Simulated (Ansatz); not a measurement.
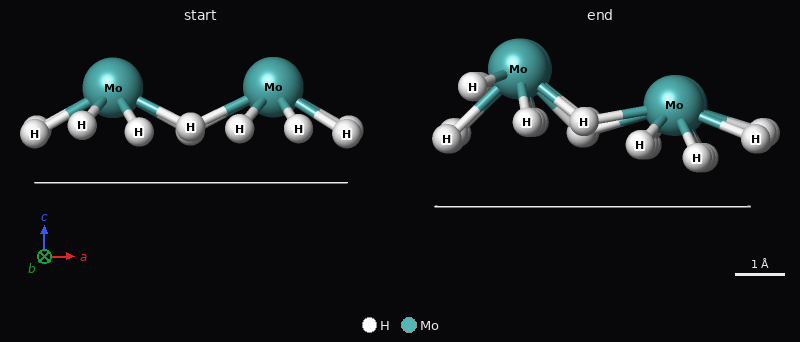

The structure of a free-standing layer of MoH4 (a generated structure, set up in P1) (coarse preliminary run) before (left) and after (right) a relaxation, at one scale.

The picture is a ball-and-stick view of the 1 × 2 repeat of the cell, outlined in the plane, without the vacuum, seen along the b axis.

Level of theory: Ansatz, DFT PBE, scalar-relativistic, plane waves, PAW.

The input:
```yaml
crystal:
  lattice:
    - [6.3766855348, -0.0753753256, 0.0]
    - [-0.0376876628, 3.1391084956, 0.0]
    - [0.0, 0.0, 24.8414926]
  atoms:
    - { symbol: H, position: [0.3339034078, 0.0015523266, 0.2867408066] }
    - { symbol: H, position: [0.8443747888, 0.0171556838, 0.2894354261] }
    - { symbol: H, position: [0.1513885627, -0.0024857981, 0.2921354353] }
    - { symbol: H, position: [0.6559116222, 0.0024212141, 0.2894286542] }
    - { symbol: H, position: [0.0059738844, 0.6643695437, 0.2883263875] }
    - { symbol: H, position: [0.4974985075, 0.6905117576, 0.2875492605] }
    - { symbol: H, position: [-0.0009558772, 0.316818004, 0.2852669659] }
    - { symbol: H, position: [0.4989302417, 0.3310276821, 0.2907737559] }
    - { symbol: Mo, position: [0.249433552, 0.492570927, 0.3230208711], spin: 0.46 }
    - { symbol: Mo, position: [0.7635413101, 0.4860586592, 0.3235764061], spin: 0.46 }
  periodic: [true, true, false]
basis:
  ecutwfc: 420
kpoints:
  mp_grid: { grid: [4, 8, 1] }
hamiltonian:
  xc: pbe
scf:
  occupations: { method: gaussian, width: 0.2 }
  lower_state_search: "off"
output:
  forces: true
  stress: true
  eigenvalues: true
  populations: true
magnetization:
  spin_polarized: true
relax:
  adjacent_minimum: "off"
  f_tol: 0.025
  max_steps: 60
  cell: { stress_2d_tol: 0.08 }
```

Run as
```bash
ansatz run input.yaml --threads 1 --pin off --max-ram 2048MiB --backend cpu --events-out ev --progress --plain --runs-dir out
```

> What changed between the two?

The run was cut off at its time limit before the relaxation converged, so the last structure is only a point on the way. Over 5 geometry steps the energy falls by 0.784 eV per cell of the calculation. Largest force component: 0.51 eV/Å at the start, 2.2 eV/Å at the end. The atom that moves furthest relative to the cell and the layer's centre is H3 (0.81 Å at 13° to the normal (+c side)). Largest moves by element: H 0.81 Å, Mo 0.40 Å. In the plane the drawn cell goes a 6.377 → 6.306 Å (−1.1 %), b 6.279 → 6.344 Å (+1.0 %). Some distances before and after: H7–Mo9 1.921 → 2.104 Å, H2–Mo10 1.930 → 2.086 Å, H5–Mo10 1.852 → 1.964 Å, H2–Mo10 (another image) 1.786 → 1.873 Å. Bond angles that change, for instance: Mo10–H2–Mo10 115.3° → 106.4°, Mo10–H4–Mo10 110.3° → 113.9°, Mo9–H6–Mo10 112.7° → 110.1°. The run took 4.7 min on 1 thread of Intel(R) Xeon(R) 6975P-C (Granite Rapids), with other jobs on the host, peak memory 0.92 GiB.
